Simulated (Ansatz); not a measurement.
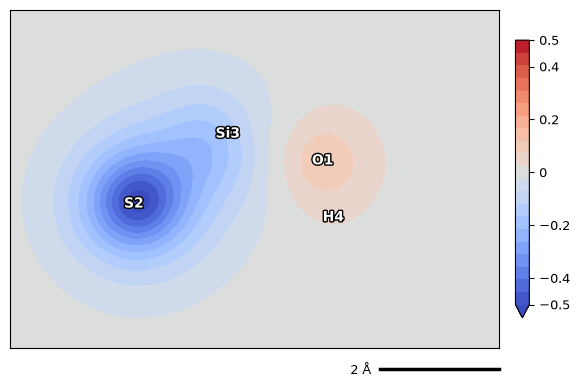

*HOSSi (doublet). The HOMO−1 (β) on a plane 0.8 Å above the molecular plane (values in Å⁻³ᐟ²; the overall sign is arbitrary).*

Geometry: r2SCAN-D4/def2-SVP.

All numbers below come from Ansatz 0.2.0, isolated molecule in a Gaussian basis; Kohn-Sham density functional theory, functional PBE0.

The calculation's input:

```
crystal:
  periodic: [false, false, false]
  atoms:
    - {symbol: O, position_ang: [1.417783, -1.725982, -0.343665]}
    - {symbol: S, position_ang: [4.128277, -0.295665, 0.745644]}
    - {symbol: Si, position_ang: [2.596360, -1.533424, 0.802920]}
    - {symbol: H, position_ang: [1.484367, -1.168760, -1.135143]}
basis:
  gaussian:
    orbitals: def2-TZVPD
hamiltonian:
  xc: {name: PBE0}
output:
  forces: true
  orbitals: {seedname: orbitals}
magnetization:
  spin_polarized: true
  initial_magnetization: 1
```

Run with:

```sh
ansatz run input.yaml --threads 1 --pin off --max-ram 2610MiB --events-out events.jsonl --progress --plain --runs-dir runs
```

### Describe this orbital and give its energy.

It lies mainly on S2 (about 75 %) and Si3 (about 20 %); it changes sign across the molecular plane (π type). Its energy is −7.91 eV.
